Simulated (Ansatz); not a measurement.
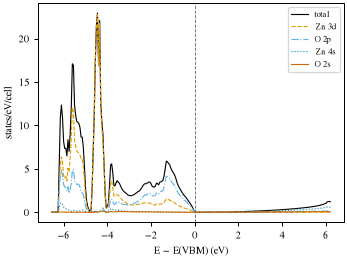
Figure: Total and projected density of states of ZnO (wurtzite, P6_3mc), the program Ansatz at the r²SCAN level (PAW)

Which orbitals carry the states next to the gap?

Top 1 eV of the valence band: O 2p 72 %, Zn 3d 25 %. Bottom 1 eV of the conduction band: Zn 4s 59 %, O 2s 22 %, O 2p 16 %. Projections are on Löwdin-orthogonalised atomic valence shells; empty p or d shells of many metals are not among them.

Where is the tallest occupied peak in this window, and what makes it?

Near -4.4 eV, about 23 states/eV per cell; the largest projected share is Zn 3d.

The cell was relaxed with r²SCAN under the symmetry of its start; phonons on a q-mesh show no instability.

Potentials: the later of the program's two PAW sets.
